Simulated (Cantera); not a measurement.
Input: 1 mol Ta2O5, 0.53 mol CO, 6.5 mol H2, at 1 atm.

Method: chemical equilibrium by Gibbs-energy minimisation in Cantera with the NASA 1993 tables (ideal gas, pure condensed phases). Candidate condensed phases: C, C6H6, C7H8, C8H18, H2O, Ta, TaC, Ta2O5; 113 gas species. Mutual solubility and eutectic melting of coexisting phases are not modelled. TaC: taken at fixed stoichiometry. Condensed phases not in the tables: Ta2C, N, O or C dissolved in the metal. Kinetics and transport are ignored.

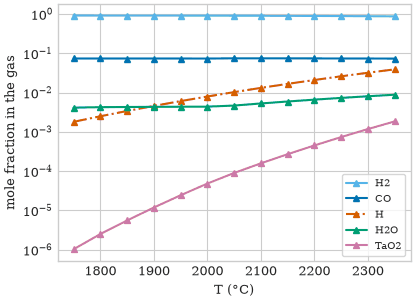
Fig. 1. Equilibrium gas composition (values under 1e-9 drawn at 1e-9)

Task: Read off the mole fractions at 2000 °C.

Result: H2 about 0.91, CO about 0.074, H about 0.0080, H2O about 0.0044, TaO2 about 4.8e-5.
